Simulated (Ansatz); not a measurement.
Fields on a plane of CdF2 (fluorite)

```yaml
crystal:
  lattice:
    - [0.00000, 2.69422, 2.69422]
    - [2.69422, 0.00000, 2.69422]
    - [2.69422, 2.69422, 0.00000]
  atoms:
    - { symbol: Cd, position: [0.00000, 0.00000, 0.00000] }
    - { symbol: F, position: [0.25000, 0.25000, 0.25000] }
    - { symbol: F, position: [0.75000, 0.75000, 0.75000] }
```

The slice is a {110} plane (indices of the conventional cell) through the point (0.750, 0.750, 0.750) (fractional), spanned by u = [100] and v = [1 -1 -1] in vectors of this cell: u (3.81 Å) and v (5.39 Å, at 90° to u). It covers one period; positions are fractions (u, v).

Atoms on it: Cd at (0.50, 0.75); F at (0.00, 0.50); F at (0.00, 0.00).

Method: r2SCAN (plane waves to 500 eV, PAW, scalar-relativistic; Ansatz, a program for electronic structure). k mesh 11×11×11. These are valence fields of a PAW run, semicore shells included where kept as valence: close to a nucleus they are smooth pseudo fields. CdF2 was relaxed with its symmetry unable to fall.

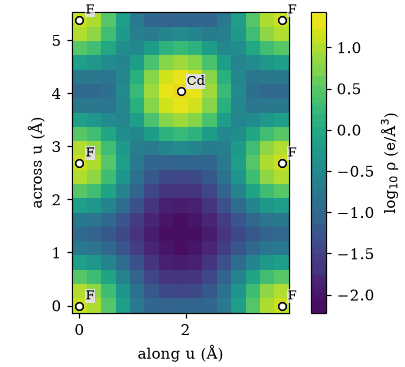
*Log₁₀ of the valence density in e/Å³, one period of the plane, atoms marked. The scale is logarithmic, as a density can span decades between atoms and voids.*

```
v \ u  0.00  0.14  0.29  0.43  0.57  0.71  0.86
-----  ----  ----  ----  ----  ----  ----  ----
0.90      x     x  -0.8     x     x  -0.8     x
0.80    6.4   3.8     x     x     x     x   3.8
0.70    6.4   3.8     x     x     x     x   3.8
0.60      x     x  -0.8     x     x  -0.8     x
0.50      x     x   5.5   3.2   3.2   5.5     x
0.40      x     x   6.9   6.5   6.5   6.9     x
0.30    6.4   6.7   6.9   6.9   6.9   6.9   6.7
0.20    6.4   6.7   6.9   6.9   6.9   6.9   6.7
0.10      x     x   6.9   6.5   6.5   6.9     x
0.00      x     x   5.5   3.2   3.2   5.5     x
```

Values: electrostatic potential energy of an electron, from the cell's mean, in eV. Points within 1 Å of a nucleus are blanked (x), as the pseudised field means little there. Values under -1 eV are set to -1. The zero, the cell's mean, hangs on the PAW cores.

* **Density on the Cd–F line (2.33 Å) at its density minimum, 1.2 Å from Cd**: 0.30 e/Å³
* **ELF at that point**: 0.1
* **Character of the Cd–F contact (rough rule: ELF there above 0.7 covalent, below 0.2 ionic, polar between)**: closed-shell (ionic)
